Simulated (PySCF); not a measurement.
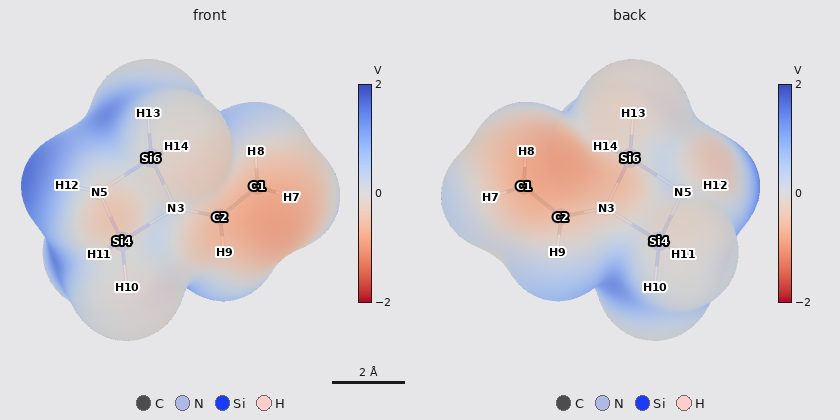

The picture shows: C$_{2}$H$_{8}$N$_{2}$Si$_{2}$. The molecular electrostatic potential painted on the density surface at 0.001 e/bohr³, seen from the front and from behind; red is negative and blue positive.

Geometry: PBE0-D3(BJ)/def2-SVP.

The calculation used PySCF, PBE0/pcSseg-1, SCF density, gas phase, non-relativistic.

```xyz
14

C     2.3435    0.5465    0.2694
C     1.3455   -0.3359    0.4240
N    -0.0020   -0.0831    0.2600
Si   -1.4619   -1.0591    0.4040
N    -2.3347    0.3910   -0.0077
Si   -0.9026    1.3773   -0.1591
H     3.3792    0.2437    0.4264
H     2.1575    1.5871   -0.0149
H     1.5888   -1.3673    0.7098
H    -1.7080   -1.6187    1.7695
H    -1.5618   -2.1912   -0.5688
H    -3.3169    0.5910   -0.1199
H    -0.6175    1.9197   -1.5227
H    -0.7677    2.5013    0.8171
```

Where is the surface potential most negative and most positive?

The most negative region (about −0.9 V) lies over the π face of C1 and C2, the most positive (about +1.5 V) over H12.

What dipole moment does the calculation give?

Its dipole moment is 1.79 D.
